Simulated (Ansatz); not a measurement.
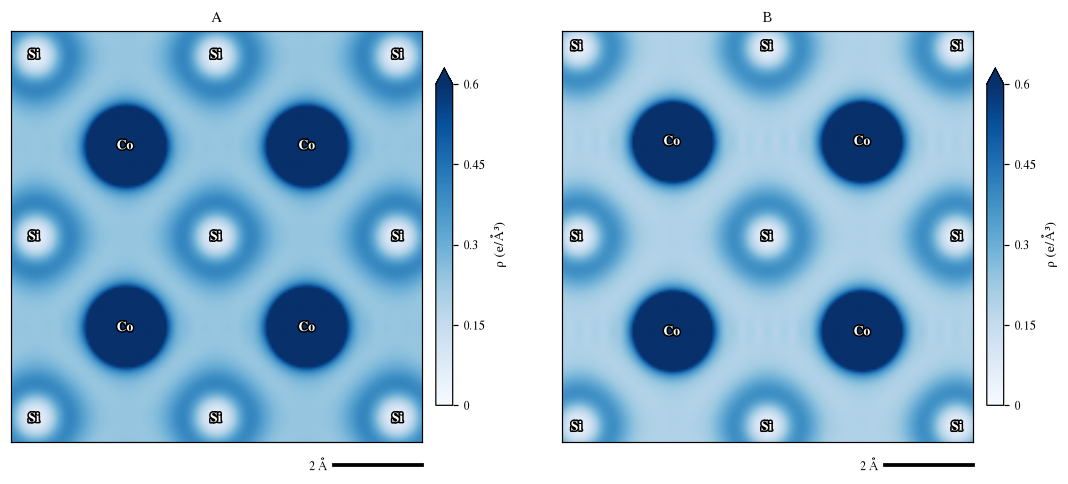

CoSi$_{3}$. The valence electron density of two cells that differ in size, on the (101) plane of each (indices in the axes of the calculation cell), at one length scale and on one colour scale: B has 14.1 Å³ an atom and A 12.3.

Level of theory: Ansatz, DFT PBE, scalar-relativistic, plane waves, PAW.

The density is the valence pseudo-density of a PAW calculation; it isn't the true density close to the nuclei.

> What changes from the larger cell to the smaller?

From the larger cell to the smaller, Co–Si goes from 3.04 to 2.91 Å, and the density at its midpoint from 0.19 to 0.24 e/Å³; the pressure goes from −10 to 6 GPa.
